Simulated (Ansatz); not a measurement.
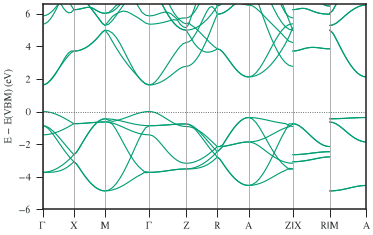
Fig. 1. Band structure from the program Ansatz at the PBE+D3(BJ) level (PAW)

Question: Read off the gap and where the band edges lie.

Answer: About 1.6 eV (1.61 eV by a search for the band edges); maximum at Γ, minimum at Γ.

The material is MgS in space group P4/nmm (No. 129; Mg on 2c, S on 2a).

A made-up cell: these elements were put on the sites of a structure type; neither database checked (COD, Materials Project) lists it. COD files the formula under space group No. 225, so this cell is another polymorph or a model. Its standing as an ambient phase is unchecked. Symmetry was held in the PBE+D3(BJ) relaxation; its stability against distortions is not shown here.

Potentials: the later of the program's two PAW sets.
